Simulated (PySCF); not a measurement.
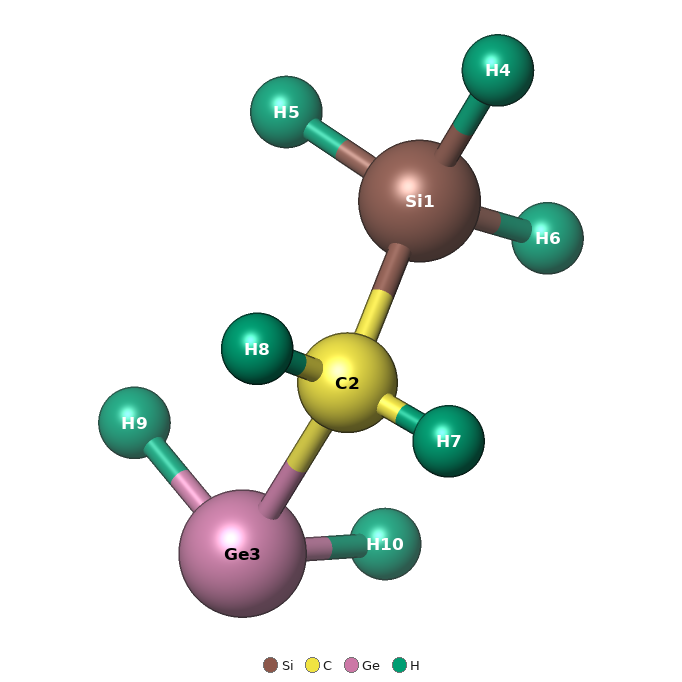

The species has charge −1 and is a spin singlet. The computed structure is the end point of a PBE0-D3(BJ)/def2-SVP optimisation. No frequency run is at hand to confirm it as a minimum. Electric field gradients from the ground-state density, PBE0/def2-SVP (PySCF 2.14.0), non-relativistic apart from any core potentials.

Give the largest field-gradient component, the quadrupole coupling constant and the asymmetry for 73Ge at Ge3 (Q = −196 mb), 2H at H4 (Q = 2.86 mb), 2H at H5 (Q = 2.86 mb).

| atom | V_zz (a.u.) | e²qQ/h (MHz) | η |
| --- | --- | --- | --- |
| Ge3 | −1.522 | 70.1 | 0.47 |
| H4 | 0.131 | 0.088 | 0.00 |
| H5 | 0.147 | 0.099 | 0.03 |
